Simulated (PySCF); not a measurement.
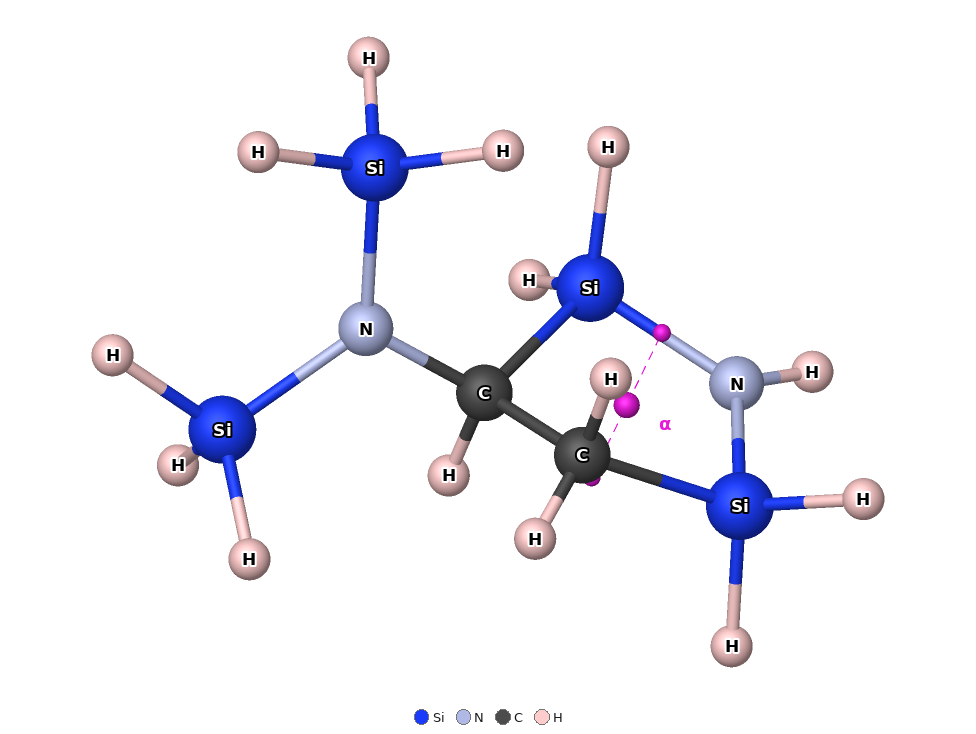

The small points mark where nucleus-independent chemical shifts (NICS) were computed: at the centre of each lettered ring and 1 Å above and below it. The computed structure is the end point of a PBE0-D3(BJ)/def2-SVP optimisation. No frequency run is at hand to confirm it as a minimum. Level of theory: GIAO PBE0/pcSseg-1 NMR shielding, non-relativistic, gas phase (PySCF 2.14.0).

Give NICS(0), NICS(1) and the out-of-plane component NICS(1)zz for each ring (means of the two sides).

```tsv
ring	members	NICS(0)	NICS(1)	NICS(1)zz
α	C2NSi2	−6.2	−3.1	−0.1
```

Values in ppm.

Question: What do the values say about the ring currents?

Answer: Ring α: weak, as in a non-aromatic ring. NICS is one index among several.
